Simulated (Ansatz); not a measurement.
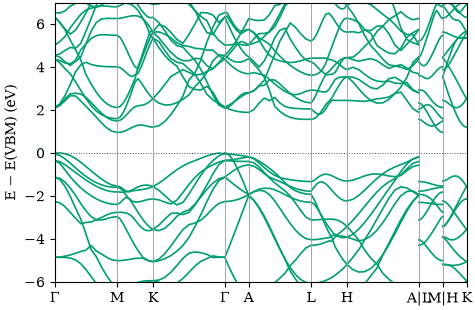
Fig. 1. Band structure from DFT-PBE in the program Ansatz with PAW potentials

Question: Read off the gap and where the band edges lie.

Answer: About 1.0 eV (0.95 eV by a search for the band edges); maximum at Γ, minimum at M.

The material is AlP in space group P6_222 (No. 180; Al on 3d, P on 3c).

The start of the workflow was typed in or built on a structure type; neither database checked (COD, Materials Project) lists it. It is not the phase usual at ambient conditions (space group No. 216). Symmetry was held in the PBE relaxation; whether a distortion lowers the energy is not shown.

Potentials: the earlier of the program's two PAW sets.
